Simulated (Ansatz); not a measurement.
# SiF3 (SMILES F[Si](F)F) at UBHLYP/STO-3G

Aim: the electronic atomisation energy of SiF3 at UBHLYP/STO-3G, from 3 runs. 

The calculation is run with Ansatz 0.2.0.

45 further runs of the same task are left out: 7 that didn't finish, 38 set aside as unsound or not needed.

## (1) The molecule

The species is SiF3 (4 atoms), meant as a doublet with charge 0. SMILES: `F[Si](F)F`. Geometry: relaxed at GFN2-xTB.

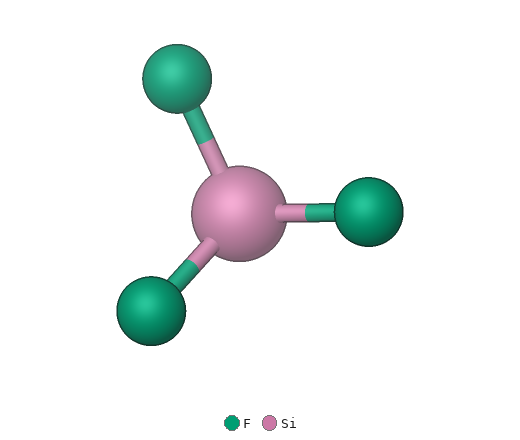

The structure, seen from a chosen angle (fluorine teal, silicon pink).

## (2) The energy at UBHLYP/STO-3G

File molecule.yaml:

```yaml
crystal:
  periodic: [false, false, false]
  atoms:
    - {symbol: F, position_ang: [0.787890, -0.508980, 1.119030]}
    - {symbol: Si, position_ang: [-0.325240, 0.244050, 0.268860]}
    - {symbol: F, position_ang: [-0.962750, -0.889100, -0.646850]}
    - {symbol: F, position_ang: [0.500100, 1.154030, -0.741040]}
basis:
  gaussian:
    orbitals: STO-3G
magnetization:
  spin_polarized: true
  initial_magnetization: 1
hamiltonian:
  xc: {name: BHLYP}
accuracy: high
```

The run is started by

```
$ ansatz run molecule.yaml --threads 1 --pin off --max-ram 2610MiB --events-out events.jsonl --progress --plain --runs-dir runs
```

What it wrote:

```text
Warning: RAYON_NUM_THREADS=1 ignored (pool sized by the plan → 1); use --threads N
Functional definition: BHLYP
  name "BHLYP"
  parameter a = 0.5
  exchange = (1 - a)*b88_x + a*exact_x
  correlation = lyp_c
460 factors; integrals over basis functions are off by at most 3.5e-8 eV
mean field evaluation 1: about -15813.5905 eV, gradient 1.8e1 eV
mean field evaluation 2: about -15815.5004 eV, gradient 1.2e1 eV
mean field evaluation 4: about -15816.4299 eV, gradient 7.8e-2 eV
mean field evaluation 8: about -15816.4811 eV, gradient 2.3e-3 eV
mean field evaluation 16: about -15816.4811 eV, gradient 4.0e-7 eV
mean field -15816.48114158 eV, -581.2449611570 hartree, gradient 2.2e-8 eV, S^2 0.755535; 0 other end points of the search recorded, 0 dependent functions left out
reference -15816.48115525 eV, -581.2449616596 hartree; 21, 20 occupied and 3, 4 virtual orbitals, 460 factors
Total energy: -15816.48115525 eV, -581.2449616596 hartree
```

Run time: 0.82 s. Hardware: 1 thread of AMD EPYC 9R45 (Zen 5), shared host.

## (3) The F atom at the same level

File in.yaml:

```yaml
crystal:
  periodic: [false, false, false]
  atoms:
    - {symbol: F, position_ang: [0.000000, 0.000000, 0.000000]}
basis:
  gaussian: {orbitals: STO-3G}
magnetization: {spin_polarized: true, initial_magnetization: 1}
hamiltonian: {xc: {name: BHLYP}}
accuracy: high
```

Run the same way, it converges to -98.27228 Eh (log not shown).

## (4) The Si atom at the same level

File in.yaml:

```yaml
crystal:
  periodic: [false, false, false]
  atoms:
    - {symbol: Si, position_ang: [0.000000, 0.000000, 0.000000]}
basis:
  gaussian: {orbitals: STO-3G}
magnetization: {spin_polarized: true, initial_magnetization: 2}
hamiltonian: {xc: {name: BHLYP}}
accuracy: high
```

Run the same way, it converges to -285.95554 Eh (log not shown).

## (5) Outcome

At UBHLYP/STO-3G:

```
                     quantity          value
       molecule: total energy  -581.24496 Eh
               molecule: ⟨S²⟩          0.756
         F atom: total energy   -98.27228 Eh
                 F atom: ⟨S²⟩          0.750
        Si atom: total energy  -285.95554 Eh
                Si atom: ⟨S²⟩          2.000
electronic atomisation energy      12.860 eV
```

In words: Taking the molecule apart into free atoms costs 12.86 eV (1241 kJ/mol), before zero-point energy and without spin-orbit coupling. In a minimal basis such a difference can be off by several eV, whatever the method.
